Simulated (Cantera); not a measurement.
Feed: 1 mol Cu, 6.5 mol CO, 33 mol H₂, held at 0.000430 bar.

These are equilibrium values from Cantera (NASA tables, ideal gas, pure condensed phases), not measurements of a reactor. Candidate condensed phases: C, C₆H₆, C₇H₈, C₈H₁₈, Cu, CuO, Cu(OH)₂, Cu₂O, H₂O; 113 gas species. The numbers say what is thermodynamically allowed, not how fast it happens.

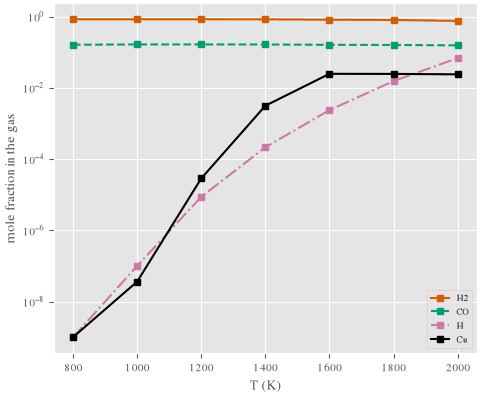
Figure: Equilibrium gas composition (values under 1e-9 drawn at 1e-9)

At 800 K the condensed part is C(graphite) + Cu(s). From 1000 K to 1200 K the condensed part is Cu(s). At 1400 K the condensed part is Cu(l). From 1600 K to 2000 K nothing is condensed.
